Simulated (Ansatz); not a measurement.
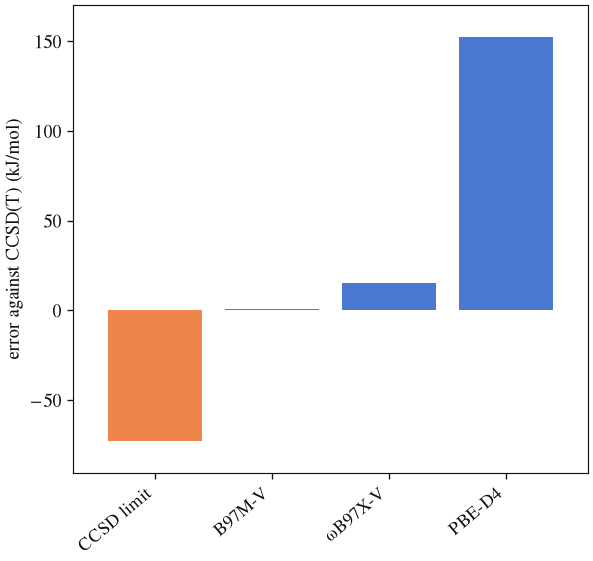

Error in the electronic atomisation energy (method less reference, so positive means overbinding) of C₂H₄FNO, SMILES N(=C(\F)CO)/[H]: functionals in def2-TZVPP against frozen-core CCSD(T) at the limit (MP2 extrapolated from triple and quadruple zeta, plus CCSD(T) less MP2 in a smaller set), which gives 3577.4 kJ/mol, at a PBE0-D4/def2-TZVP geometry (a minimum by its frequencies), no zero-point or spin-orbit term, the Ansatz code 0.2.0. The reference leaves out core correlation, a term that grows with the number of heavy atoms. Limit means the basis limit.

Question: Which of these levels overbind, and which underbind?

Answer: Overbind: PBE-D4. Underbind: CCSD limit. Within 25 kJ/mol of zero, too close to call in view of what the reference leaves out: B97M-V and ωB97X-V.

Question: Give the values.

Answer:
| level | kJ/mol |
| --- | --- |
| CCSD limit | −72.7 |
| B97M-V | 0.9 |
| ωB97X-V | 15.5 |
| PBE-D4 | 152.3 |

Caveats, for all or some of the runs: one conformer of a flexible molecule.
